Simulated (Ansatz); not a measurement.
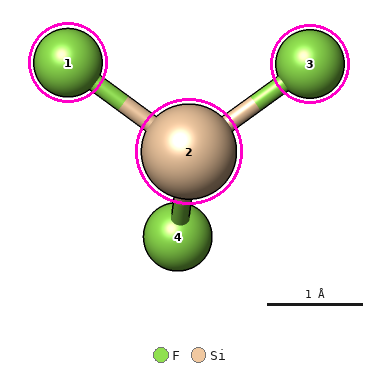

A scan of SiF$_{3}$ (multiplicity 2): the F1–Si2 distance and the F3–Si2–F1 angle are varied on a grid, with the rest of the molecule carried along rigidly. The picture shows the minimum geometry. The ringed atoms are those of the scanned coordinate. The picture is a ball-and-stick view, seen onto the plane of the angle.

Computed with Ansatz: PBE-D4, basis def2-TZVPP, on geometries moved rigidly from the minimum at PBE0-D4/def2-TZVP. Energies are counted from the PBE0-D4/def2-TZVP minimum geometry at the same level.

The input:
```yaml
crystal:
  periodic: [false, false, false]
  atoms:
    - {symbol: F, position_ang: [0.784933, -0.506983, 1.151652]}
    - {symbol: Si, position_ang: [-0.282894, 0.213092, 0.234354]}
    - {symbol: F, position_ang: [-0.994278, -0.892283, -0.644400]}
    - {symbol: F, position_ang: [0.492239, 1.186174, -0.741606]}
basis:
  gaussian: {orbitals: def2-TZVPP}
magnetization: {spin_polarized: true, initial_magnetization: 1}
hamiltonian: {xc: pbe, dispersion: d4}
```

Question: Give the energy at each point on a grid with rows 1.423, 1.501, 1.616, 1.749, 1.897 and columns 77.9, 92.9, 107.9, 122.9, 137.9 (F1–Si2 distance (Å); F3–Si2–F1 angle (°)).

Answer: Rows: F1–Si2 distance (Å); columns: F3–Si2–F1 angle (°); values in kJ/mol.

|  | 77.9 | 92.9 | 107.9 | 122.9 | 137.9 |
| --- | --- | --- | --- | --- | --- |
| 1.423 | 226.2 | 102.4 | 71.1 | 85.0 | 128.0 |
| 1.501 | 156.9 | 45.9 | 18.9 | 33.8 | 76.2 |
| 1.616 | 114.8 | 21.1 | −0.6 | 15.1 | 56.2 |
| 1.749 | 116.8 | 40.3 | 23.4 | 39.1 | 77.8 |
| 1.897 | 149.7 | 88.7 | 75.5 | 90.2 | 125.7 |

In pairs of (F1–Si2 distance (Å); F3–Si2–F1 angle (°)): the lowest computed point lies at (1.616, 107.9) (−0.6 kJ/mol), the highest at (1.423, 77.9) (226.2 kJ/mol).  Over the ranges scanned the energy rises more along the first axis, the F1–Si2 distance.

As a map, interpolated between the computed points (dots):

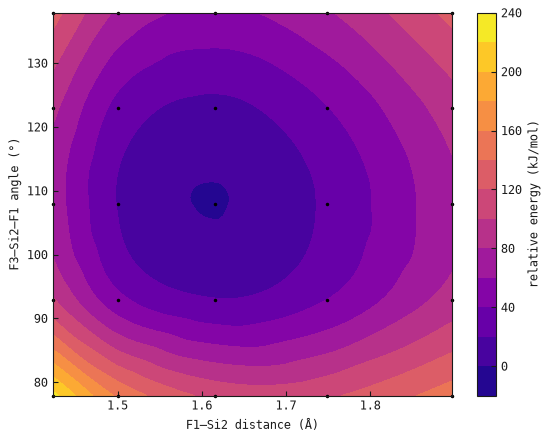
